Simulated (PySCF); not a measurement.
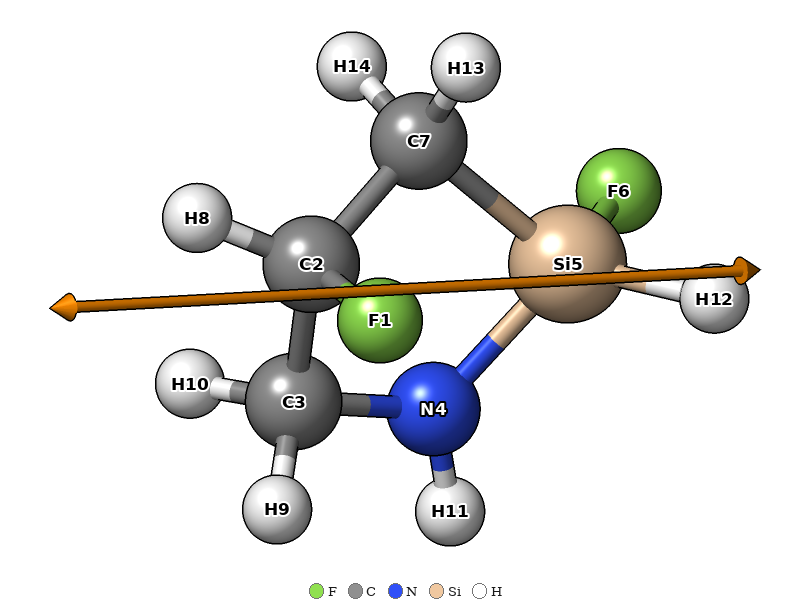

The double arrow shows the direction of the transition dipole to excited singlet state 4 (its length means nothing). The geometry was computed by an optimisation with GFN2-xTB. No frequency run is at hand to confirm it as a minimum. Properties computed with TDDFT CAM-B3LYP/def2-SVPD, vertical, gas phase, core orbitals frozen in the response (PySCF 2.14.0).

Question: How is the transition polarised?

Answer: Nearly parallel to the C3–N4 bond.

Question: Give its energy, strength and character.

Answer: 7.88 eV (157 nm), oscillator strength 0.017, mainly HOMO → LUMO+3 (weight 0.56); transition dipole 0.75 D.

The geometry is semi-empirical. Around Si such bond lengths and angles can be off by a tenth of an ångström or more and by several degrees, and values that hang on the shape move with them.
